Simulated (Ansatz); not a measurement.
## Grüneisen parameters and expansion of ZrC (Fm-3m)

Aim: how the vibrations of ZrC shift with volume, and the expansion that follows.

Calculated with Ansatz 0.2.0; DFT PBEsol, scalar-relativistic, plane waves, PAW.

The database entry behind the starting cell differs from later determinations by our own check (an axis about 0.7 % long against later determinations), so it need not match the best structure at ambient conditions.

### 1. The structure

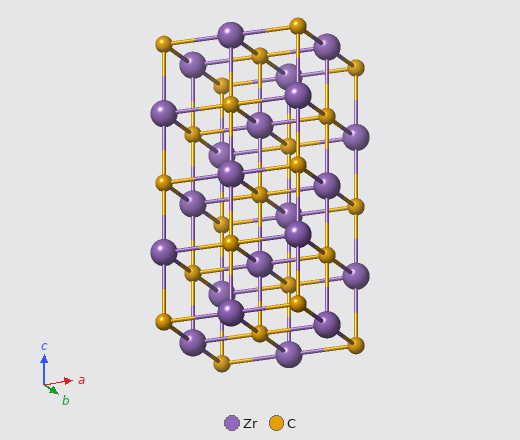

The starting structure, seen from a free direction (zirconium purple, carbon orange). 1×1×2 cells are drawn. This picture shows the conventional cell, with its axes. Some periodic images of atoms are drawn too.

Structure file:

```cif
data_structure
_symmetry_space_group_name_H-M 'P 1'
_symmetry_Int_Tables_number 1
_cell_length_a 3.3446
_cell_length_b 3.3446
_cell_length_c 3.3446
_cell_angle_alpha 60.000
_cell_angle_beta 60.000
_cell_angle_gamma 60.000
_cell_volume 26.46
loop_
_atom_site_label
_atom_site_type_symbol
_atom_site_fract_x
_atom_site_fract_y
_atom_site_fract_z
_atom_site_occupancy
Zr1 Zr 0.50000 0.50000 0.50000 1
C2 C 0.00000 0.00000 0.00000 1
```

### 2. A first coarse run

A cheap single point shows whether the cell is a metal or an insulator and how far it is from rest; that sets the k-mesh and the occupations of what follows.

input.yaml reads:

```yaml
crystal:
  lattice:
    - [0.0, 2.365, 2.365]
    - [2.365, 0.0, 2.365]
    - [2.365, 2.365, 0.0]
  atoms:
    - { symbol: Zr, position: [0.5, 0.5, 0.5] }
    - { symbol: C, position: [0.0, 0.0, 0.0] }
kpoints:
  mp_grid: { grid: [6, 6, 6] }
hamiltonian:
  xc: pbesol
scf:
  occupations: { method: gaussian, width: 0.1 }
output:
  forces: true
  stress: true
  eigenvalues: true
```

Run with:

```
> ansatz run input.yaml --threads 4 --pin off --max-ram 8192MiB --backend cpu --events-out ev --progress --plain --runs-dir out
```

Numbers of over 12 decimals in the logs are rounded to 6 here.

The log of the run:

```text
Engine: ansatz 0.2.0, aarch64-unknown-linux-gnu
Pseudopotentials: kind: paw
Pseudopotential: Zr, paw, valence charge 12, recommended cutoff 420 eV (normal), Zr.paw.azcp
Pseudopotential: C, paw, valence charge 4, recommended cutoff 420 eV (normal), C.paw.azcp
Functional definition: PBEsol
  exchange = pbesol_x
  correlation = pbesol_c
Crystal: 2 atoms, lattice volume = 26.456 Å³
Basis set: ecut = 420 eV, 531 PW (Γ), exchange–correlation on 48×48×48 points (8 copies of the dense FFT grid, shifted against one another)
Bands: 12, of which v1, the nominal top of the filled ones, is band 8 counted from 1 (7 counted from 0)
Symmetry: 48 space group operations
Space group: Fm-3m (ITA 225), of the structure as read, at distance tolerance 3.0e-5 Å
k-points: 16 of 216
Non-local potential: Zr, projectors of the file, l = 0: 3, l = 1: 2, l = 2: 2, l = 3: 2
Non-local potential: C, projectors of the file, l = 0: 2, l = 1: 2, l = 2: 1
PAW form: soft (Blöchl's): semilocal exchange-correlation on the pseudo side does not see the compensation charge
PAW frozen core: Zr, regenerated for the run's functional, and the local potential with it (the file was generated under x = pbe(κ = 0.804, μ = 0.219515), c = pbe(β = 0.066725))
PAW frozen core: C, regenerated for the run's functional, and the local potential with it (the file was generated under x = pbe(κ = 0.804, μ = 0.219515), c = pbe(β = 0.066725))
PAW one-centre angular grid: Zr, 590 points (default); XC on 64 Gauss nodes
PAW one-centre angular grid: C, 110 points (default); XC on 64 Gauss nodes
Initial density: superposition of atomic densities (neutral atoms: chi_scale 0, normalization atom), corrected by the library's trained network
Initial wavefunctions: pseudopotential atomic-orbital guess
Functional: x = pbesol(κ = 0.804, μ = 0.123457), c = pbesol(β = 0.046)
SCF iter   1: F=—  HF=-4377.140040 eV  |F-HF|=—  |Δ(HF+E_count)|=         —  Δρ=7.54e-3  dr2=1.85e-2  ethr=1.77e-3  ⟨swp⟩=5.0  Hψ=962  notcnv=0
preconditioner: auto → none  [insulator: Δε(μ)=0.281 eV  Ē_g=17.869 eV  σ=0.100 eV  W_gap=0.95  n_scr=8 (ndim 8)  ℏωp=27.0 eV  f_vac=0.000  D(μ)=0.19/eV (n_scr^D=0)  ε∞_Penn≈3.3]
SCF iter   2: F=—  HF=-4377.135671 eV  |F-HF|=—  |Δ(HF+E_count)|=   4.37e-3  Δρ=2.24e-3  dr2=1.62e-3  ethr=1.15e-4  ⟨swp⟩=1.0  Hψ=320  notcnv=0
SCF iter   3: F=—  HF=-4377.135369 eV  |F-HF|=—  |Δ(HF+E_count)|=   3.02e-4  Δρ=4.00e-4  dr2=2.87e-5  ethr=1.02e-5  ⟨swp⟩=2.0  Hψ=239  notcnv=0
SCF iter   4: F=—  HF=-4377.135369 eV  |F-HF|=—  |Δ(HF+E_count)|=   1.34e-7  Δρ=8.29e-5  dr2=1.05e-6  ethr=1.79e-7  ⟨swp⟩=2.1  Hψ=231  notcnv=0
iter 5 did not close the SCF: its close was put off for the readings that it lacked (scf_convergence_deferred on its scf_iter line)
SCF iter   5: F=-4377.135369 eV  HF=-4377.135369 eV  |F-HF|=3.82e-11  |Δ(HF+E_count)|=   2.48e-7  Δρ=4.99e-6  dr2=2.95e-9  ethr=6.54e-9  ⟨swp⟩=2.4  Hψ=276  notcnv=0
SCF iter   6: F=-4377.135369 eV  HF=-4377.135369 eV  |F-HF|=5.82e-11  |Δ(HF+E_count)|=   1.26e-9  Δρ=5.71e-7  dr2=7.31e-11  ethr=1.84e-11  ⟨swp⟩=2.0  Hψ=615  notcnv=0
SCF 1 converged in 6 iterations: F = -4377.135369 eV  dr2 = 7.31e-11
  greatest PAW one-centre occupation: 0.996 electrons in one spin orbital (limit 2), on the Zr atom at site 0 (counted from 0), in its partial waves of l = 0
SCF converged after 6 iterations
Free energy (F): -4377.135369 eV
Harris-Foulkes:  -4377.135369 eV  (|F-HF|=5.82e-11)
Internal energy: -4377.134669 eV  (E = F + TS)
E sigma→0 (E₀):  -4377.135019 eV
Entropy (-TS):   -0.000700 eV (-0.350 meV/atom)
Fermi energy:    14.355731 eV
--- Per-component energies (eV) ---
  E_band       = -55.169109
  E_kinetic    = 420.560742
  E_local      = -605.281204  (includes V_loc(G=0)·N_el)
  E_nonlocal   = 105.948439
  E_hartree    = 180.680401
  E_xc         = -209.258667
  E_vxc        = -251.120426  (∫ρ·V_xc dr)
  E_paw        = -2994.107412  (= ΣΔE_a)
  E_vpaw       = -86.637414  (= ΣTr[D̂ρ^β])
  E_aug_tail   = 0.000038  (compensation charges beyond the density's cutoff)
  E_ewald      = -1275.863827
  E_core_change = 0.186821  (= ΣΔE_core)
  E_smearing   = -0.000700  (= −TS)
  E_closure    = 0.000000  (closes the sum)
  Σ components = -4377.135369   (vs F -4377.135369, Δ=0.00e0)
--- Forces (eV/Å), atoms counted from 1 ---
  atom   1  Zr     0.00000000     0.00000000     0.00000000
  atom   2  C     -0.00000000     0.00000000     0.00000000
  max |Σ_I F_I| component: 2.72e-29 eV/Å
--- Stress (GPa, compression-positive) ---
       -8.421991      -0.000000      -0.000000
        0.000000      -8.421991       0.000000
       -0.000000       0.000000      -8.421991
  P = ⅓ Tr σ = -8.4220 GPa (-84.220 kbar)
--- Band table (eV; the first three rows and the last of 16) ---
  k-point 0: bands = [... 4 lower, 3.2168, 15.3869, 15.3869, 15.3869, 15.4763, 15.4763, 15.4763, 17.1768]
  k-point 1: bands = [... 4 lower, 3.8088, 13.0186, 13.5681, 13.5681, 16.2355, 16.2355, 16.6704, 19.4863]
  k-point 2: bands = [... 4 lower, 5.2118, 10.5244, 12.0741, 12.0741, 17.7488, 17.7488, 17.8374, 22.6219]
  k-point 15: bands = [... 4 lower, 4.9001, 12.1556, 12.1710, 12.3843, 16.2429, 18.9293, 19.9689, 20.5605]
```

Elapsed: 0.34 s, on 4 threads of Arm Neoverse V1, shared host; peak memory 0.27 GiB; 0.79 s of CPU time.

This step gave:

```yaml
pressure: -8.422 GPa
volume_per_atom: 13.23 Å³
gap_on_the_k_mesh: 0 eV
```

The start is under -8.4 GPa at this level and looks like a metal on this mesh.

### 3. A loose first relaxation

The start is far from rest, so a relaxation with loose thresholds first brings it near the minimum.

input.yaml, the sections that differ from step 2:

```yaml
kpoints:
  mp_grid: { grid: [8, 8, 8] }
relax:
  adjacent_minimum: "off"
  f_tol: 0.05
  max_steps: 80
  cell: { stress_tol: 0.5 }
# crystal, hamiltonian, scf, output: as in step 2
```

The log of the run:

```text
[...]
Crystal: 2 atoms, lattice volume = 26.456 Å³
Basis set: ecut = 420 eV, 531 PW (Γ), exchange–correlation on 48×48×48 points (8 copies of the dense FFT grid, shifted against one another)
Bands: 12, of which v1, the nominal top of the filled ones, is band 8 counted from 1 (7 counted from 0)
Symmetry: 48 space group operations
[...]
k-points: 29 of 512
[...]
SCF iter   1: F=—  HF=-4377.149083 eV  |F-HF|=—  |Δ(HF+E_count)|=         —  Δρ=8.23e-3  dr2=2.26e-2  ethr=1.77e-3  ⟨swp⟩=5.0  Hψ=1732  notcnv=0
[...]
SCF iter   6: F=-4377.143427 eV  HF=-4377.143427 eV  |F-HF|=1.18e-11  |Δ(HF+E_count)|=   2.49e-9  Δρ=6.46e-7  dr2=3.77e-11  ethr=1.42e-11  ⟨swp⟩=1.9  Hψ=1089  notcnv=0
SCF 1 converged in 6 iterations: F = -4377.143427 eV  dr2 = 3.77e-11
[...]
relax step   1: F+E_penalty+E_count = -4377.14342741 eV  Δ(F+E_penalty+E_count) = +0.000e0 eV  max|allowed force component| = 1.745e-29 eV/Å  Δτ_max = 0.0000 Å  P = -8.514 GPa  Ω = 26.456 Å³  (6 SCF iters, dr2 threshold 1.00e-7 eV, accepted)
Crystal: 2 atoms, lattice volume = 24.500 Å³
[...]
iter 1 solved again at ethr=2.42e-4 eV; its pass at ethr=3.10e-3 eV (dr2=3.87e-2 eV) is discarded
[...]
SCF iter   6: F=-4377.145443 eV  HF=-4377.145443 eV  |F-HF|=1.64e-11  |Δ(HF+E_count)|=  1.73e-11  Δρ=5.61e-7  dr2=4.61e-11  ethr=1.88e-11  ⟨swp⟩=1.6  Hψ=1042  notcnv=0
SCF 2 converged in 6 iterations: F = -4377.145443 eV  dr2 = 4.61e-11
relax step   2: F+E_penalty+E_count = -4377.14544305 eV  Δ(F+E_penalty+E_count) = -2.016e-3 eV  max|allowed force component| = 1.210e-29 eV/Å  Δτ_max = 0.0000 Å  P = +9.754 GPa  Ω = 24.500 Å³  energy of the carried Pulay correction = +2.496e-3 eV  (6 SCF iters, dr2 threshold 2.00e-7 eV, rejected (line search))
Crystal: 2 atoms, lattice volume = 25.507 Å³
[...]
SCF iter   6: F=-4377.172103 eV  HF=-4377.172103 eV  |F-HF|=7.28e-12  |Δ(HF+E_count)|=  8.00e-11  Δρ=2.99e-7  dr2=1.49e-11  ethr=4.02e-12  ⟨swp⟩=2.1  Hψ=1221  notcnv=0
SCF 3 converged in 6 iterations: F = -4377.172103 eV  dr2 = 1.49e-11
relax step   3: F+E_penalty+E_count = -4377.17210258 eV  Δ(F+E_penalty+E_count) = -2.868e-2 eV  max|allowed force component| = 1.290e-29 eV/Å  Δτ_max = 0.0000 Å  P = -0.518 GPa  Ω = 25.507 Å³  energy of the carried Pulay correction = +1.187e-3 eV  (6 SCF iters, accepted)
[...]
relax step   4: F+E_penalty+E_count = -4377.17226786 eV  Δ(F+E_penalty+E_count) = -1.653e-4 eV  max|allowed force component| = 7.839e-30 eV/Å  Δτ_max = 0.0000 Å  P = +0.031 GPa  Ω = 25.448 Å³  energy of the carried Pulay correction = +1.263e-3 eV  (6 SCF iters, dr2 threshold 2.00e-7 eV, accepted)
[...]
SCF iter   8: F=-4377.171186 eV  HF=-4377.171186 eV  |F-HF|=1.82e-12  |Δ(HF+E_count)|=  1.82e-12  Δρ=6.84e-10  dr2=1.27e-16  ethr=1.00e-12  ⟨swp⟩=1.0  Hψ=813  notcnv=0
SCF 5 converged in 8 iterations: F = -4377.171186 eV  dr2 = 1.27e-16
relax step   5: F+E_penalty+E_count = -4377.17118610 eV  Δ(F+E_penalty+E_count) = +1.082e-3 eV  max|allowed force component| = 7.889e-30 eV/Å  Δτ_max = 0.0000 Å  P = -0.035 GPa  Ω = 25.448 Å³  stress off target by 3.50e-2 GPa  SCF on the basis re-selected at this cell (its energy is not comparable with the rows above)  (8 SCF iters)
basis re-selected at this cell: Δ(F+E_penalty+E_count) = +1.082e-3 eV, ΔP = -0.066 GPa vs the last step (what re-selecting the basis moved, of the pressure what is left beyond the Pulay correction that the steps carried, after the strain that the cell walked since its last selection, with what the two solves' SCF thresholds leave and, on support functions, any second-order correction that the steps lacked; it is no m [...]
SCF converged after 8 iterations
Free energy (F): -4377.171186 eV
[...]
Internal energy: -4377.169162 eV  (E = F + TS)
E sigma→0 (E₀):  -4377.170174 eV
Entropy (-TS):   -0.002024 eV (-1.012 meV/atom)
Fermi energy:    15.031351 eV
[...]
--- Stress (GPa, compression-positive) ---
       -0.034993      -0.000000      -0.000000
       -0.000000      -0.034993      -0.000000
       -0.000000      -0.000000      -0.034993
  P = ⅓ Tr σ = -0.0350 GPa (-0.350 kbar)
--- Band table (eV; the first three rows and the last of 29) ---
  k-point 0: bands = [... 4 lower, 3.7270, 16.0395, 16.0395, 16.0395, 16.1448, 16.1448, 16.1448, 17.9438]
  k-point 1: bands = [... 4 lower, 4.0913, 14.2967, 14.6760, 14.6760, 16.6664, 16.6664, 17.1525, 19.5364]
  k-point 2: bands = [... 4 lower, 5.0428, 12.2924, 13.2715, 13.2715, 17.6660, 17.6660, 17.8933, 22.0201]
  k-point 28: bands = [... 4 lower, 5.6346, 12.3869, 12.7155, 12.7155, 18.4160, 18.4160, 20.9108, 22.3046]
--- Relaxed structure (4 steps of the walk, 3 accepted, 1 SCFs on fresh bases) ---
  F+E_penalty+E_count = -4377.17118610 eV   max|allowed force component| = 7.889e-30 eV/Å   (the final SCF, on the basis selected at the relaxed cell)
  cell:  # Å, volume = 25.4476 Å³
    - [0, 2.334563, 2.334563]
    - [2.334563, 0, 2.334563]
    - [2.334563, 2.334563, 0]
  atoms:
    - { symbol: Zr, position: [0.5, 0.5, 0.5] }
    - { symbol: C, position: [0, 0, 0] }
```

Run time: 1.6 s. Hardware: 4 threads; peak memory 0.29 GiB; 4.7 s of CPU time.

Relaxation path:

```
step  energy less that of the first step (eV)  largest force component (eV/Å)  pressure (GPa)  volume (Å³)
   1                                   0.0000                          0.0000           -8.51        26.46
   2                                  -0.0020                          0.0000            9.75        24.50
   3                                  -0.0287                          0.0000           -0.52        25.51
   4                                  -0.0288                          0.0000            0.03        25.45
  5*                                  -0.0278                          0.0000           -0.03        25.45
```

Relaxation steps marked * repeat the geometry before them on a plane-wave basis chosen anew for their cell, so energy and pressure can jump there. Relaxation step 2 was tried and not accepted.

Forces are held to the 48 operations that the run works with; a distortion that breaks them can't arise in this run.

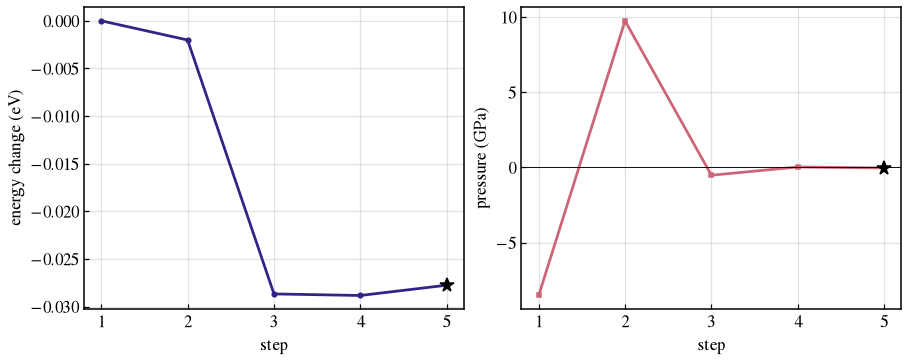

Energy and pressure along the relaxation. Stars mark steps on a basis chosen anew.

```
conventional cell, symmetrised  before  after  change
                         a (Å)   4.730  4.669  -1.3 %
                         b (Å)   4.730  4.669  -1.3 %
                         c (Å)   4.730  4.669  -1.3 %
              volume (Å³/atom)   13.23  12.72  -3.8 %
```

The relaxed structure:

```xyz
2
Lattice="0.0000 2.3346 2.3346 2.3346 0.0000 2.3346 2.3346 2.3346 0.0000" Properties=species:S:1:pos:R:3 pbc="T T T"
Zr    2.3346    2.3346    2.3346
C     0.0000    0.0000    0.0000
```

This step gave:

| Quantity | Value |
| --- | --- |
| pressure | -0.03499 GPa |
| volume per atom | 12.72 Å³ |

The relaxation ends with a pressure of -0.03 GPa.

### 4. Finding the static equilibrium

The vibrations must be taken about the equilibrium of this functional, not about the starting cell, so the structure is relaxed.

input.yaml, the sections that differ from step 3:

```yaml
crystal:
  lattice:
    - [0.0, 2.334562934, 2.334562934]
    - [2.334562934, 0.0, 2.334562934]
    - [2.334562934, 2.334562934, 0.0]
  atoms:
    - { symbol: Zr, position: [0.5, 0.5, 0.5] }
    - { symbol: C, position: [0.0, 0.0, 0.0] }
kpoints:
  mp_grid: { grid: [16, 16, 16] }
relax:
  adjacent_minimum: "off"
  f_tol: 0.005
  max_steps: 80
  cell: { stress_tol: 0.05 }
# hamiltonian, scf, output: as in step 3
```

The log of the run:

```text
[...]
Crystal: 2 atoms, lattice volume = 25.448 Å³
Basis set: ecut = 420 eV, 531 PW (Γ), exchange–correlation on 48×48×48 points (8 copies of the dense FFT grid, shifted against one another)
Bands: 12, of which v1, the nominal top of the filled ones, is band 8 counted from 1 (7 counted from 0)
Symmetry: 48 space group operations
[...]
k-points: 145 of 4096
[...]
k-point 144: bands = [... 4 lower, 5.6319, 12.3850, 12.7144, 12.7144, 18.4151, 18.4151, 20.9117, 22.3046]
--- Relaxed structure (1 steps of the walk, 1 accepted, 1 SCFs on fresh bases) ---
[...]
cell:  # Å, volume = 25.4476 Å³
    - [0.0, 2.334562934, 2.334562934]
    - [2.334562934, 0.0, 2.334562934]
    - [2.334562934, 2.334562934, 0.0]
  atoms:
    - { symbol: Zr, position: [0.500000, 0.500000, 0.500000] }
    - { symbol: C, position: [0.0, 0.0, 0.0] }
[key lines of the parts left out:]
SCF converged after 8 iterations
Free energy (F): -4377.173493 eV
Fermi energy:    15.064889 eV
P = ⅓ Tr σ = -0.0488 GPa (-0.488 kbar)
```

Run time: 1.9 s. Hardware: 4 threads; peak memory 0.36 GiB.

Little changed from the start: no atom moved by 0.005 Å and no cell edge by 0.1 %.

This step gave:

```
pressure : -0.04879 GPa
```

### 5. Tight relaxation

The thresholds are tightened for a last relaxation ahead of the phonons, and where mesh or smearing change with them the cell follows.

input.yaml, the sections that differ from step 4:

```yaml
scf:
  occupations: { method: methfessel_paxton, width: 0.2 }
relax:
  adjacent_minimum: "off"
  f_tol: 0.001
  max_steps: 60
  cell: { stress_tol: 0.01 }
# crystal, kpoints, hamiltonian, output: as in step 4
```

The log of the run:

```text
[...]
Crystal: 2 atoms, lattice volume = 25.448 Å³
Basis set: ecut = 420 eV, 531 PW (Γ), exchange–correlation on 48×48×48 points (8 copies of the dense FFT grid, shifted against one another)
Bands: 12, of which v1, the nominal top of the filled ones, is band 8 counted from 1 (7 counted from 0)
Symmetry: 48 space group operations
[...]
k-points: 145 of 4096
[...]
k-point 144: bands = [... 4 lower, 5.6349, 12.3879, 12.7176, 12.7176, 18.4187, 18.4187, 20.9157, 22.3092]
--- Relaxed structure (3 steps of the walk, 3 accepted, 1 SCFs on fresh bases) ---
[...]
cell:  # Å, volume = 25.4431 Å³
    - [0, 2.334424, 2.334424]
    - [2.334424, 0, 2.334424]
    - [2.334424, 2.334424, 0]
  atoms:
    - { symbol: Zr, position: [0.5, 0.5, 0.5] }
    - { symbol: C, position: [0, 0, 0] }
[key lines of the parts left out:]
SCF converged after 6 iterations
Free energy (F): -4377.172787 eV
Fermi energy:    15.075470 eV
P = ⅓ Tr σ = -0.0002 GPa (-0.002 kbar)
```

It took 3.1 s on 4 threads; peak memory 0.37 GiB.

Little changed from the start: no atom moved by 0.005 Å and no cell edge by 0.1 %.

This step gave:

```yaml
pressure: -1.82e-4 GPa
```

The residual pressure is -1.8e-4 GPa, small enough for phonons.

[end of part 1 of 4]

[Logs are printed without paths, hosts, clocks, repeated set-up lines and the standing remarks that a program may print on its own settings, such as how far it seeks lower states.]

[Hosts, paths, dates, database ids (printed as entryN), source tags and the programs' standing remarks are cut or masked in the printed files.]

[A step with changed settings may run another functional than the one named; its input shows which.]

[Of the runs on displaced cells, only some may be shown.]
